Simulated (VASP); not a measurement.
Given:

```
VN
1.0
    0.00000     2.05999     2.05999
    2.05999     0.00000     2.05999
    2.05999     2.05999     0.00000
V N
1 1
Cartesian
  0.00000   0.00000   0.00000
  2.05999   2.05999   2.05999
```

Calculation: PBE GGA, VASP's PBE PAW potentials (set 64) (plane waves; VASP). Run with 520 eV cut-off, 17×17×17 Γ-centred mesh, tetrahedra with Blöchl corrections, potentials V_sv N.

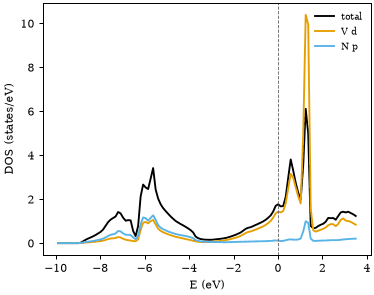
Total and projected density of states, zero at the Fermi level

Within 2 eV below the Fermi level the largest weight inside VASP's projection spheres is V d.

It has no gap at this level: it comes out as a metal or semimetal.

The structure was generated: VN was put into the rock salt type (Fm-3m), which need not be its known phase. It was relaxed first, which changed the volume by -38 %. The run is not spin-polarised, so no magnetic state was tried. VASP warned that the highest band is occupied, so more bands are needed.
